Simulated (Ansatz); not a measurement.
Ga2O3 (C2/m), computed twice by G0W0.

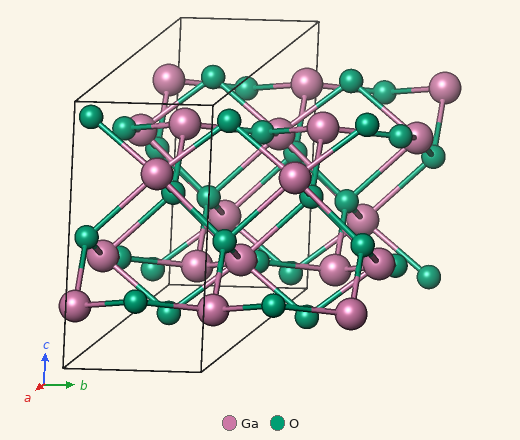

The structure (gallium pink, oxygen teal). 1×2×1 conventional cells are drawn. Some periodic images of atoms are drawn too.

```xyz
10
Lattice="6.1070 -1.5186 0.0000 6.1070 1.5186 0.0000 -1.3860 0.0000 5.6300" Properties=species:S:1:pos:R:3 pbc="T T T"
Ga    0.0041    0.0000    4.4736
Ga   10.8240    0.0000    1.1564
Ga    7.6096    0.0000    1.7679
Ga    3.2184    0.0000    3.8621
O     1.8570    0.0000    0.6182
O     8.9710    0.0000    5.0118
O     1.3361    0.0000    3.1708
O     9.4919    0.0000    2.4592
O     5.7013    0.0000    1.4447
O     5.1267    0.0000    4.1853
```

The cell and positions come from the Crystallography Open Database and are kept as given unless a step says otherwise.

The first (Ansatz 0.2.0; start LDA, 6×6×4 mesh, 351 empty bands, screening to 130 eV, hard PAW files; 1 × NVIDIA GB200 with 16 threads of Arm Neoverse V2, shared host) gave, on its mesh: starting gap 2.33 eV, G0W0 gap 4.26 eV, RPA ε∞ (mean) 4.06, 3.2 min.

Q: The second changes empty bands from 351 to 721 and screening cutoff (eV) from 130.0 to 210.0. What does it give?

It gave: starting gap 2.33 eV, G0W0 gap 4.38 eV, RPA ε∞ (mean) 4.04, 7.1 min. The G0W0 gap moves by +0.11 eV, +0.00 eV from the start and +0.11 eV from the correction. Σc changes by −0.27 eV at the valence top and −0.15 eV at the conduction bottom, and Σx − Vxc between them by +0.00 eV.

Limits: not at the basis limit; no spin-orbit coupling.

[Paths, hosts, dates, memory and timing lines, banners, echoed tables and standing remarks are left out of the program output.]

[Logs are printed without paths, hosts, clocks, repeated set-up lines and the standing remarks that a program may print on its own settings, such as how far it seeks lower states.]

[Runs of the session that timed out or met a known fault of the program may be left out.]

[Cells called generated may have been cut or substituted from an entry of the Crystallography Open Database or the Materials Project.]

[Hosts, paths, dates, database ids (printed as entryN), source tags and the programs' standing remarks are cut or masked in the printed files.]
